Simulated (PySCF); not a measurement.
## SiHF: excited-state calculation

The run: excited-state calculation of SiHF, SMILES F[SiH]. Method and program: TDDFT wB97X-D/aug-cc-pVTZ, vertical, gas phase, core orbitals frozen in the response (PySCF 2.14.0).

The geometry comes from this level: PBE0-D3(BJ)/def2-TZVP.

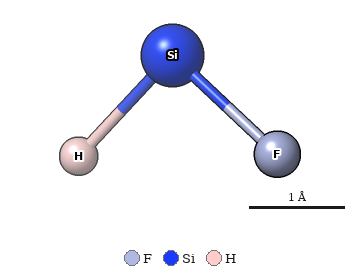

*The structure as given in the input (ball-and-stick view, seen at a tilt).*

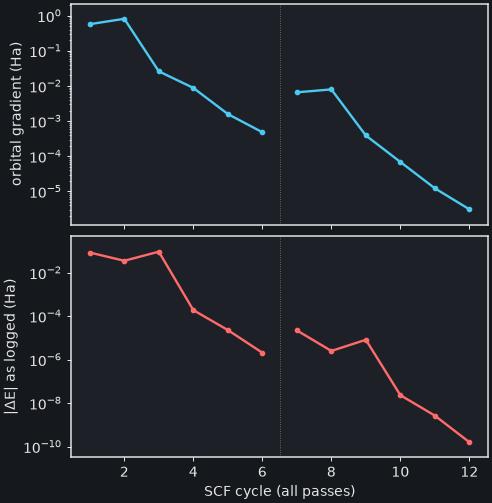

*Convergence of the self-consistent field: orbital gradient and size of the energy change against the SCF cycle. The dotted line marks the change from a coarse to the final integration grid.*

The first 6 cycles use a coarse grid, the final grid takes over at cycle 7, and the field converges after 12 cycles in all.

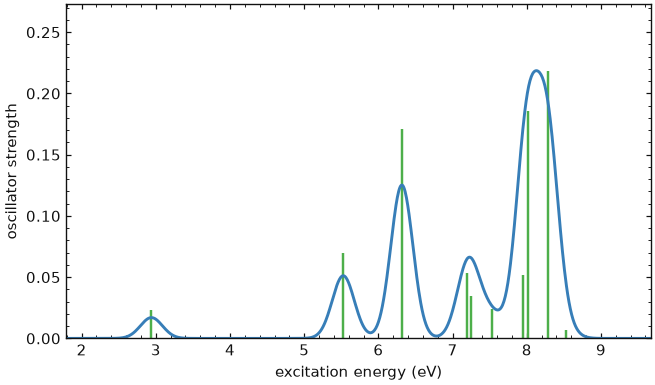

*Computed excitations as sticks (degenerate states added up, dark ones marked on the axis), with a Gaussian envelope of 0.35 eV full width at half maximum, scaled to the tallest.*

Of the 10 states the lowest lies at 2.94 eV (f = 0.023); the strongest line is at 8.28 eV, or 150 nm (f = 0.219).

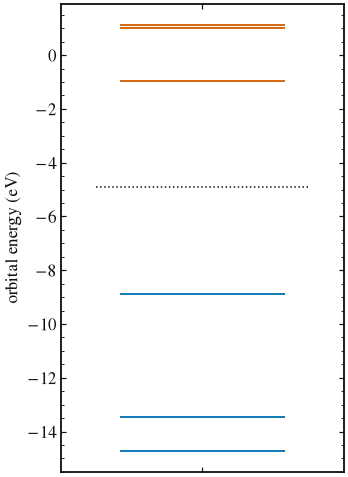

*Orbital energies near the frontier; the dotted line parts filled from empty levels, and levels within 0.02 eV of each other stand side by side.*

Highest filled −8.88 eV, lowest empty −0.95 eV, 7.93 eV apart.

These pictures come from the run below.

### Input file
```
{"job": {"kind": "uv", "xc": "wB97X-D", "basis": "aug-cc-pVTZ", "ip": true, "dynamic": false}, "charge": 0, "multiplicity": 1}
F      1.206378    -0.315005     0.001458
Si    -0.057112     0.686570    -0.014601
H     -1.143256    -0.406505    -0.006037
```

The first line tells a small driver script what to run in PySCF; the rest is the geometry in Å.

Launch command:
```bash
OMP_NUM_THREADS=1 python <driver script> task.json out
```

### Output
```
coarse grid: 3336 points
cycle   1  E = -389.8824561052  dE = -8.495e-02  |g| = 5.724e-01  |ddm| = 2.661e+00
cycle   2  E = -389.8470742223  dE =  3.538e-02  |g| = 8.136e-01  |ddm| = 1.321e+00
cycle   3  E = -389.9399594097  dE = -9.289e-02  |g| = 2.609e-02  |ddm| = 6.885e-01
cycle   4  E = -389.9401495011  dE = -1.901e-04  |g| = 8.816e-03  |ddm| = 5.199e-02
cycle   5  E = -389.9401724751  dE = -2.297e-05  |g| = 1.593e-03  |ddm| = 2.114e-02
cycle   6  E = -389.9401745560  dE = -2.081e-06  |g| = 4.832e-04  |ddm| = 8.126e-03
final grid: 28904 points
cycle   7  E = -389.9479531655  dE = -2.218e-05  |g| = 6.598e-03  |ddm| = 4.149e-02
cycle   8  E = -389.9479506567  dE =  2.509e-06  |g| = 7.990e-03  |ddm| = 1.473e-02
cycle   9  E = -389.9479588326  dE = -8.176e-06  |g| = 3.906e-04  |ddm| = 7.166e-03
cycle  10  E = -389.9479588557  dE = -2.309e-08  |g| = 6.902e-05  |ddm| = 7.739e-04
cycle  11  E = -389.9479588583  dE = -2.642e-09  |g| = 1.229e-05  |ddm| = 3.983e-04
cycle  12  E = -389.9479588585  dE = -1.581e-10  |g| = 3.105e-06  |ddm| = 5.845e-05
converged SCF energy = -389.9479588585

Static polarisability (au): isotropic 32.882, principal 30.382 30.974 37.289

Singlet excitations
state   eV       nm        f      main configurations
  1   2.9409    421.6   0.02315   H->L 0.98
  2   5.5266    224.3   0.06976   H->L+1 0.46, H->L+2 0.40, H->L+5 0.09
  3   6.3166    196.3   0.17071   H->L+2 0.50, H->L+1 0.41
  4   7.1977    172.3   0.05369   H->L+3 0.93
  5   7.2476    171.1   0.03493   H->L+4 0.87, H-1->L 0.09
  6   7.5273    164.7   0.02439   H-1->L 0.80, H->L+8 0.09
  7   7.9480    156.0   0.05153   H->L+6 0.60, H->L+5 0.16
  8   8.0227    154.5   0.18581   H->L+5 0.69, H->L+6 0.22
  9   8.2812    149.7   0.21857   H->L+8 0.88
 10   8.5269    145.4   0.00702   H-3->L 0.91

Triplet excitations (Tamm-Dancoff, eV): 1.7356 4.5707 6.0653 6.3455
Vertical ionisation energy (delta-SCF) = 9.6550 eV
Vertical electron affinity (delta-SCF) = 0.6843 eV
```

### Key numbers

- outcome: converged
- total energy: −389.947959 hartree
- HOMO: −8.88 eV
- LUMO: −0.95 eV
- dipole moment: 0.96 D
- mean polarisability: 32.88 a.u.
- vertical ionisation energy: 9.66 eV
- vertical electron affinity: 0.68 eV
- lowest singlet excitation: 2.94 eV
- hardware: 1 CPU thread, shared host
- wall time: 5.9 s
- peak memory: 0.39 GiB
